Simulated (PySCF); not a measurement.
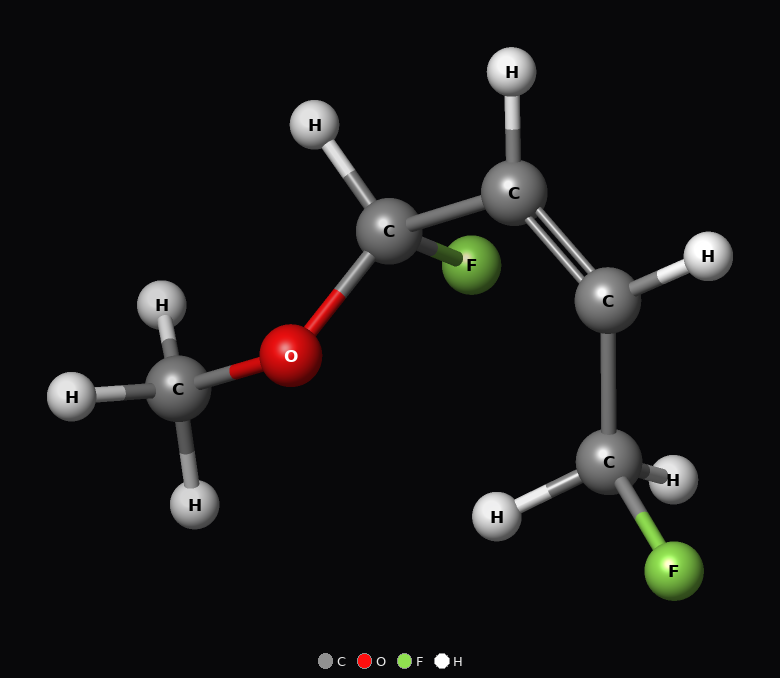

Geometry: a frame of a GFN2-xTB molecular-dynamics simulation, not a minimum. Level of theory: PBE0/pcSseg-1, gas phase (PySCF 2.14.0).

Predict the main results.

The species is C₅H₈F₂O (`CO[C@H](F)/C=C\CF`).
- dipole moment: 3.55 D
- HOMO energy (Kohn–Sham orbital): −7.85 eV
- LUMO energy (Kohn–Sham orbital): −0.61 eV
- HOMO–LUMO gap: 7.24 eV
